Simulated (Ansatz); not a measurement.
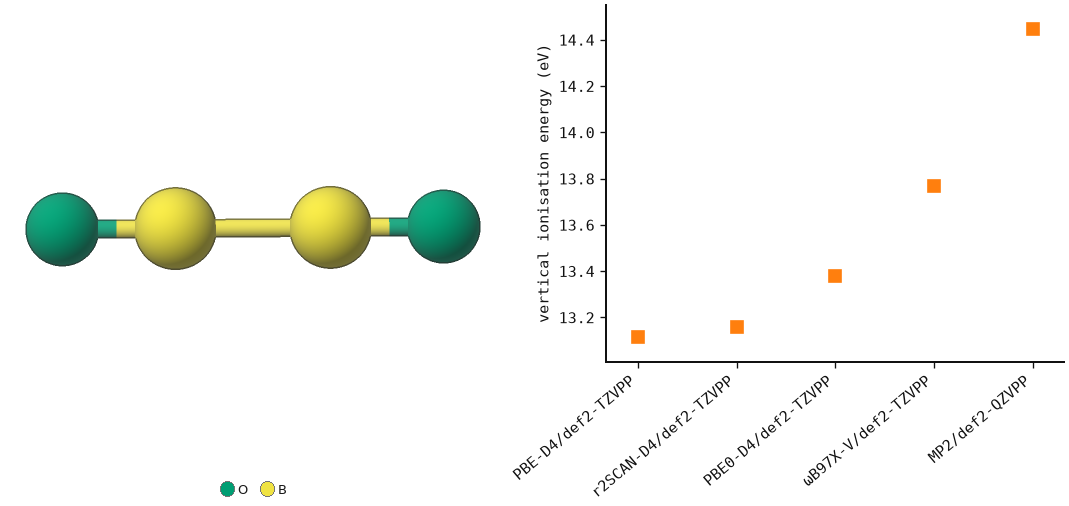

Vertical ionisation energy of B₂O₂, SMILES O=BB=O, taken as the energy of the cation less that of the neutral at fixed geometry (unrestricted doublet cation, cores frozen in correlated methods, no spin-orbit coupling), the Ansatz code 0.2.0, at a PBE0-D4/def2-TZVP geometry (a minimum by its frequencies).

What range do the values span?

From 13.11 eV (PBE-D4/def2-TZVPP) to 14.45 eV (MP2/def2-QZVPP).

Give the values.

| level | eV |
| --- | --- |
| PBE-D4/def2-TZVPP | 13.11 |
| r2SCAN-D4/def2-TZVPP | 13.16 |
| PBE0-D4/def2-TZVPP | 13.38 |
| ωB97X-V/def2-TZVPP | 13.77 |
| MP2/def2-QZVPP | 14.45 |

Limits of at least one run: one conformer of a flexible molecule.
